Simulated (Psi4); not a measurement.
# BH3O2 (SMILES OBO) at B3LYP/def2-SVP (sweep point 7)

What is the vertical ionisation energy of BH3O2 at B3LYP/def2-SVP (sweep point 7)? 

Program for the calculation: Psi4 1.11.

4 further runs of the same task are left out: 4 set aside as unsound or not needed.

## Step 1: Starting point

BH3O2: 6 atoms, total charge 0, spin state singlet. As SMILES, `OBO`. Geometry: relaxed at PBE0-D4/def2-TZVP. This is one conformer, not always the lowest.

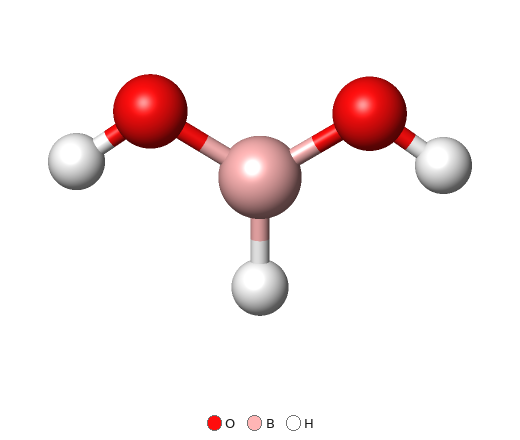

Viewed from a chosen angle; oxygen red, boron pink, hydrogen white.

## Step 2: A single-point energy at B3LYP/def2-SVP (sweep point 7)

The input, calc.py:

```python
import psi4

psi4.set_memory(1600000000)
psi4.set_num_threads(1)
psi4.core.set_output_file('run.log', False)

geom = psi4.geometry("""
0 1
O     -2.22269587    -0.99116135    -0.47583304
B      0.09354144     0.05310130    -0.13776103
O      1.09717499    -0.10166727     2.21570388
H     -2.82457364    -0.81919628    -2.17431888
H      1.20526732     1.06882910    -1.84456167
H      2.73103220     0.66915202     2.32965437
units bohr
symmetry c1
""")

options = {'puream': True, 'scf_type': 'pk', 'dft_radial_points': 99, 'dft_spherical_points': 590, 'd_convergence': 1e-10, 'e_convergence': 1e-10}
psi4.set_options(options)

e_tot, wfn = psi4.energy('b3lyp/def2-SVP', molecule=geom, return_wfn=True)
print(f'total energy {e_tot:.8f} hartree = {e_tot * 27.211386:.5f} eV')
```

The run is started by

```console
$ python calc.py
```

run.log:

```text
[...]
  Running in c1 symmetry.
[...]
  Nuclear repulsion =   66.705244568827680
[...]
  Multiplicity = 1
[...]
  Nalpha       = 12
  Nbeta        = 12
[...]
    Number of basis functions: 57
[...]
   @RKS iter   1:  -176.81073475690917   -3.21882e-01   1.44519e-02 DIIS/ADIIS
[...]
   @RKS iter  12:  -177.07226308469518   -2.55795e-13   6.12921e-11 DIIS
[...]
    Orbital Energies [Eh]
    ---------------------
    Doubly Occupied:
       1A    -19.141469     2A    -19.141438     3A     -6.792008
       4A     -1.021620     5A     -0.995544     6A     -0.586975
       7A     -0.493115     8A     -0.461727     9A     -0.386727
      10A     -0.386521    11A     -0.319481    12A     -0.318623
[...]
  @RKS Final Energy:  -177.07226308469518
   => Energetics <=
    Nuclear Repulsion Energy =             66.7052445688276805
    One-Electron Energy =                -374.4326703193740968
    Two-Electron Energy =                 148.7973192801445350
    DFT Exchange-Correlation Energy =     -18.1421566142932811
    Empirical Dispersion Energy =           0.0000000000000000
    VV10 Nonlocal Energy =                  0.0000000000000000
    Total Energy =                       -177.0722630846951802
[...]
 Multipole Moments:
 ------------------------------------------------------------------------------------
     Multipole            Electronic (a.u.)      Nuclear  (a.u.)        Total (a.u.)
 ------------------------------------------------------------------------------------
 L = 1.  Multiply by 2.5417464519 to convert [e a0] to [Debye]
 Dipole X            :         -0.4228291            0.8419988            0.4191697
 Dipole Y            :         -0.3863498            0.7692828            0.3829330
 Dipole Z            :          0.6490335           -1.2927503           -0.6437169
 Magnitude           :                                                    0.8583195
[...]
```

On the terminal:

```text
total energy -177.07226308 hartree = -4818.38170 eV
```

Wall time 11 s (1 thread of Intel Xeon Platinum 8259CL at 2.50GHz (Skylake/Cascade Lake), shared host); peak memory 0.73 GiB.

## Step 3: The doublet cation

The input, calc.py:

```python
import psi4

psi4.set_memory('1600 MB')
psi4.set_num_threads(1)
psi4.set_output_file('output.dat', False)

geom = psi4.geometry("""
1 2
O     -2.22269587    -0.99116135    -0.47583304
B      0.09354144     0.05310130    -0.13776103
O      1.09717499    -0.10166727     2.21570388
H     -2.82457364    -0.81919628    -2.17431888
H      1.20526732     1.06882910    -1.84456167
H      2.73103220     0.66915202     2.32965437
units au
symmetry c1
""")

psi4.set_options({
    'basis': 'def2-SVP',
    'reference': 'uks',
    'puream': True,
    'scf_type': 'pk',
    'dft_radial_points': 99,
    'dft_spherical_points': 590,
    'd_convergence': 1e-10,
    'e_convergence': 1e-10,
    'maxiter': 150,
})

e_tot, wfn = psi4.energy('B3LYP', return_wfn=True)
print('E =', round(e_tot, 9))
for k, v in sorted(psi4.core.scalar_variables().items()):
    print(f'{k:45s} {v:18.10f}')
```

The run is started by

```console
$ python calc.py
```

output.dat:

```text
[...]
  Running in c1 symmetry.
[...]
  Nuclear repulsion =   66.705244568827680
[...]
  Multiplicity = 2
[...]
  Nalpha       = 12
  Nbeta        = 11
[...]
    Number of basis functions: 57
[...]
   @UKS iter   1:  -176.46483617061213    2.40165e-02   1.18470e-02 DIIS/ADIIS
[...]
   @UKS iter  23:  -176.64168167792155    1.13687e-13   3.03870e-11 DIIS
[...]
   @S^2 Observed:                7.558816617E-01
[...]
    Orbital Energies [Eh]
    ---------------------
    Alpha Occupied:
       1A    -19.476996     2A    -19.476967     3A     -7.123037
       4A     -1.341515     5A     -1.315519     6A     -0.893692
       7A     -0.806930     8A     -0.803729     9A     -0.721944
      10A     -0.691513    11A     -0.666242    12A     -0.629568
    Alpha Virtual:
      13A     -0.248138    14A     -0.177059    15A     -0.161874
      16A     -0.116199    17A     -0.038396    18A     -0.018382
      19A      0.033567    20A      0.049905    21A      0.183608
      22A      0.210583    23A      0.292976    24A      0.374379
      25A      0.387013    26A      0.631865    27A      0.649757
[...]
  @UKS Final Energy:  -176.64168167792155
   => Energetics <=
    Nuclear Repulsion Energy =             66.7052445688276805
    One-Electron Energy =                -366.8764311488112071
    Two-Electron Energy =                 141.3512041889465820
    DFT Exchange-Correlation Energy =     -17.8216992868845807
    Empirical Dispersion Energy =           0.0000000000000000
    VV10 Nonlocal Energy =                  0.0000000000000000
    Total Energy =                       -176.6416816779215537
[...]
 Multipole Moments:
 ------------------------------------------------------------------------------------
     Multipole            Electronic (a.u.)      Nuclear  (a.u.)        Total (a.u.)
 ------------------------------------------------------------------------------------
 L = 1.  Multiply by 2.5417464519 to convert [e a0] to [Debye]
 Dipole X            :         -0.0634286            0.8419988            0.7785702
 Dipole Y            :         -0.0580647            0.7692828            0.7112181
 Dipole Z            :          0.0974017           -1.2927503           -1.1953486
 Magnitude           :                                                    1.5940078
[...]
```

Standard output:

```text
E = -176.641681678
CURRENT ENERGY                                   -176.6416816779
CURRENT REFERENCE ENERGY                         -176.6416816779
DD SOLVATION ENERGY                                 0.0000000000
DFT FUNCTIONAL TOTAL ENERGY                      -176.6416816779
DFT TOTAL ENERGY                                 -176.6416816779
DFT VV10 ENERGY                                     0.0000000000
DFT XC ENERGY                                     -17.8216992869
GRID ELECTRONS ALPHA                               11.9999998497
GRID ELECTRONS BETA                                10.9999999139
GRID ELECTRONS TOTAL                               22.9999997636
NUCLEAR REPULSION ENERGY                           66.7052445688
ONE-ELECTRON ENERGY                              -366.8764311488
PCM POLARIZATION ENERGY                             0.0000000000
PE ENERGY                                           0.0000000000
SCF ITERATION ENERGY                             -176.6416816779
SCF ITERATIONS                                     23.0000000000
SCF TOTAL ENERGY                                 -176.6416816779
TWO-ELECTRON ENERGY                               141.3512041889
XC GRID RADIAL POINTS                              99.0000000000
XC GRID SPHERICAL POINTS                          590.0000000000
XC GRID TOTAL POINTS                           335800.0000000000
```

It took 31 s on 1 thread of Intel Xeon Platinum 8259CL at 2.50GHz (Skylake/Cascade Lake), shared host; peak memory 0.73 GiB.

## Step 4: Results

Level: B3LYP/def2-SVP (sweep point 7).

| quantity | value |
| --- | --- |
| singlet BH3O2: total energy | -177.07226 Eh |
| singlet BH3O2: dipole moment | 2.18 D |
| singlet BH3O2: HOMO energy | -8.67 eV |
| singlet BH3O2: LUMO energy | 1.12 eV |
| singlet BH3O2: HOMO–LUMO gap | 9.79 eV |
| doublet cation: total energy | -176.64168 Eh |
| doublet cation: HOMO energy (highest over α and β) | -16.84 eV |
| doublet cation: LUMO energy (lowest over α and β) | -14.77 eV |
| doublet cation: ⟨S²⟩ | 0.756 |
| vertical ionisation energy (to the doublet cation) | 11.717 eV |

**Reading.** Removing an electron at fixed nuclei costs 11.72 eV (1130 kJ/mol). The negative HOMO energy of the first species, 8.67 eV, lies 3.05 eV below that difference.
